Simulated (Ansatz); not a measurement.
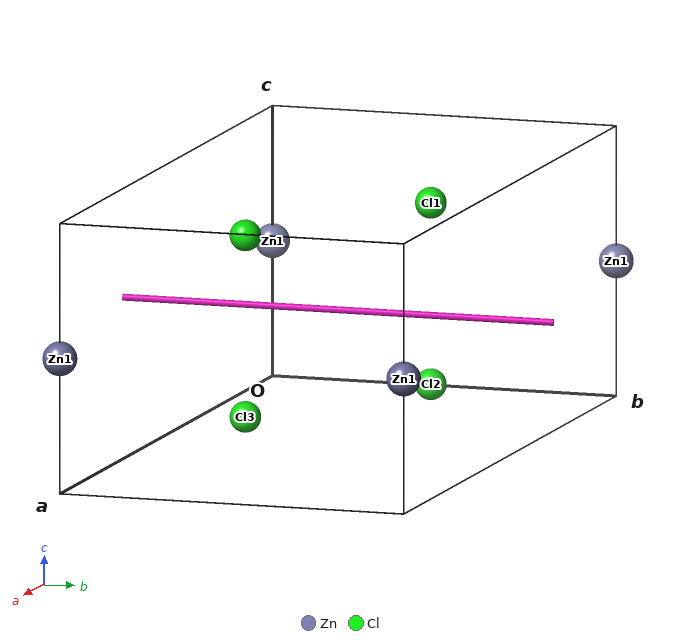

For ZnCl₄, coordinates from a relaxation with DFT PBE, scalar-relativistic, plane waves, PAW in Ansatz 0.2.0; the starting structure was generated, so it need not be a known form of this composition: the coloured rod is the axis of a symmetry operation of the crystal. All values are computed from the atomic coordinates in the standard setting (tolerance 0.002 Å).

a = 7.076 Å, b = 7.076 Å, c = 6.106 Å, α = 90.00°, β = 90.00°, γ = 120.00°.

```json
{"atom": "Zn1", "x": "0.0000", "y": "0.0000", "z": "0.5000"}
{"atom": "Cl1", "x": "0.3333", "y": "0.6667", "z": "0.8357"}
{"atom": "Cl2", "x": "0.3333", "y": "0.6667", "z": "0.1643"}
{"atom": "Cl3", "x": "0.6667", "y": "0.3333", "z": "0.1643"}
{"atom": "Cl4", "x": "0.6667", "y": "0.3333", "z": "0.8357"}
```

Take the operation x, y, z → −x+1, −x+y+1, −z+1.

Q: What kind of operation is it, and where does it lie?

A: It is a 2₁ screw rotation with translation (0, 1/2, 0), about the line along [0 1 0] through (1/2, 1/2, 1/2).

Q: Onto which atom does it carry each atom (up to whole multiples of a, b and c)?

A: Zn1 → Zn1, Cl1 → Cl3, Cl2 → Cl4, Cl3 → Cl1, Cl4 → Cl2.

Q: What is the crystal's space group?

A: P6/mmm (No. 191).
